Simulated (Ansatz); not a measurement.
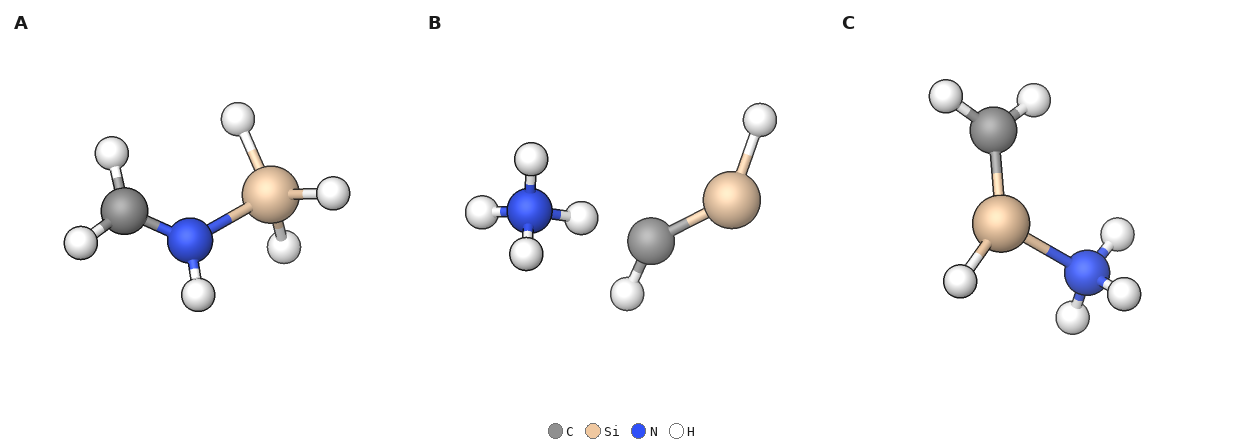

3 stationary structures of one formula. The species has charge +1 and is a spin singlet. Geometries: PBE0-D4/def2-TZVP. Electronic energies: RHF-CCSD(T) (frozen core)/def2-TZVPP (Ansatz 0.2.0), without zero-point energy. No frequency run is at hand to confirm each as a minimum. Each is one conformer, not always the lowest.

Rank them by energy, lowest first.

Answer. A is lowest; C lies 66.1 kJ/mol above it, B lies 303.7 kJ/mol above it.
